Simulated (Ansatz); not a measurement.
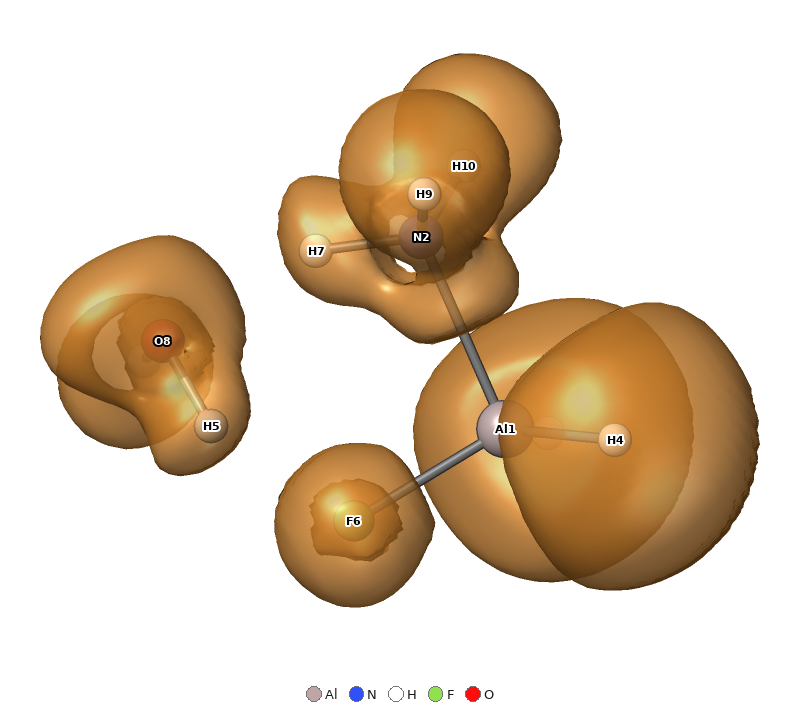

*AlFH$_{5}$N···H$_{2}$O. Isosurface of the ELF at 0.75 (orange), seen at a tilt. Only the valence region is drawn (cores and ρ < 0.01 e/Å³ removed).*

All numbers below come from Ansatz 0.2.0, RKS PBE-D4/def2-SVP.

```xyz
11

Al   -1.0901   -0.5408   -0.8351
N     0.2884   -0.9413    0.6143
H    -0.2524   -0.8542   -2.1713
H    -2.4060   -1.3497   -0.4046
H     0.1961    1.7778    0.2165
F    -1.2135    1.1713   -0.5266
H     0.8168   -0.0270    0.7360
O     1.1063    1.6868    0.6123
H    -0.1020   -1.2043    1.5298
H     0.9633   -1.6715    0.3487
H     1.6930    1.9528   -0.1200
```

Where are the electrons localised?

At this value the surface marks out two regions around hydrogen nuclei, one region wrapped around F (its valence shell), one joined region spread over several atoms (H, N), in which their bonds and any lone pairs are merged and one joined region spread over several atoms (H, O), in which their bonds and any lone pairs are merged.

Values along the shortest contacts:
F6···H5 (1.70 Å): the ELF dips to about 0.15 between them: by its geometry a hydrogen bond between the two molecules, with no shared pair. Al–F (1.74 Å): the ELF peaks at about 0.90 in the valence shell of F, 0.6 Å from its nucleus, and is about 0.20 at the midpoint.
